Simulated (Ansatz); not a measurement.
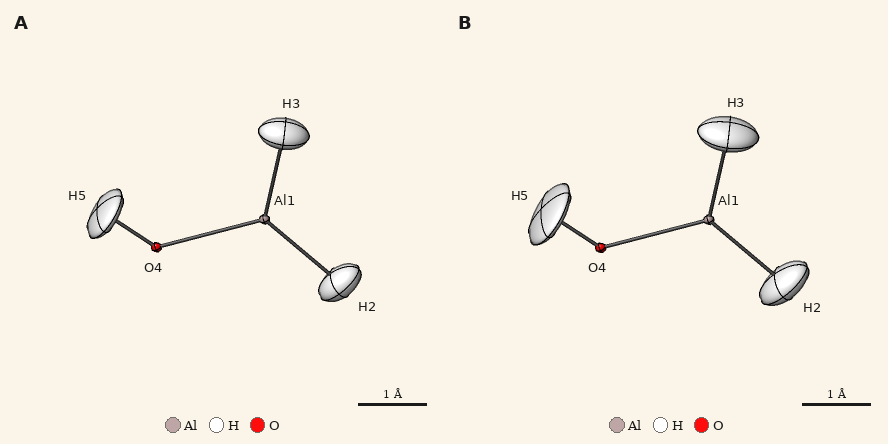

Displacement ellipsoids at the 50 % level, scaled by 1.5, from the internal vibrations of the free molecule (harmonic, no overall translation or rotation; no half-axis is drawn under 0.075 Å). Vibrations computed with RKS PBE0-D4/def2-TZVP (Ansatz 0.2.0). One panel is for 298 K, the other for 600 K.

### Which panel is for 600 K?

B.

### How much does the mean-square displacement of H5 grow, and why?

U_eq goes from 0.0240 to 0.0366 Å², a factor of 1.5. The lowest modes (from 433 cm⁻¹) begin to be excited.
